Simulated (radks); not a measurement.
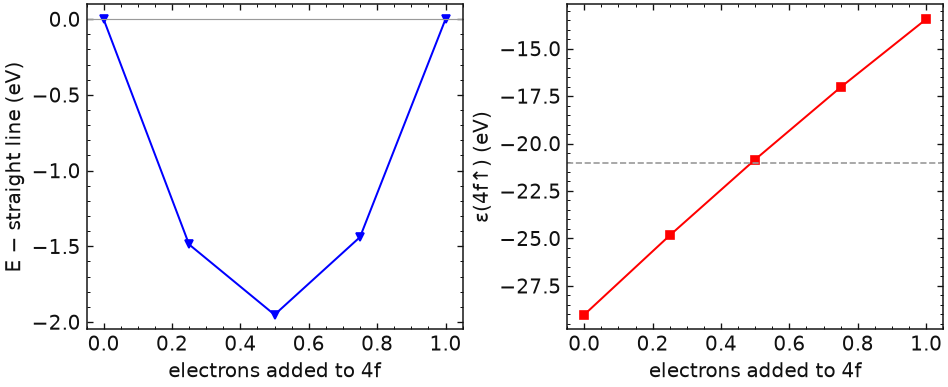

All numbers are computed, not measured: scalar-relativistic Kohn-Sham, PBEsol, spin-polarised, spherical densities, finite nucleus (the in-house radial solver radks). The occupation of the 4f shell is varied from Ce³⁺ ([Xe] 4f1 (high spin)) to Ce²⁺ ([Xe] 4f2 (high spin)), with spherical fractional occupations. The plot shows the total energy less the straight line between the end points, and the eigenvalue of 4f↑ (the dashed line is minus the energy to take the whole electron out).

Question: What does the shape say about the method?

Answer: The curve is convex (below the straight line), with the largest deviation among the points computed, −1.95 eV, at 0.5. The end points differ by 21.0 eV, the energy to take the electron out. The eigenvalue, which is the slope of the energy (Janak's theorem), moves from −29.0 eV at 0 to −13.4 eV at 1; for a straight line it would stay constant, and a parabola would sag by an eighth of this change, scaled to a whole electron, 1.95 eV. Convexity is the mark of the delocalisation error, which puts fractional charges too low; for p, d and f shells the spherical spreading of the fraction adds to it.
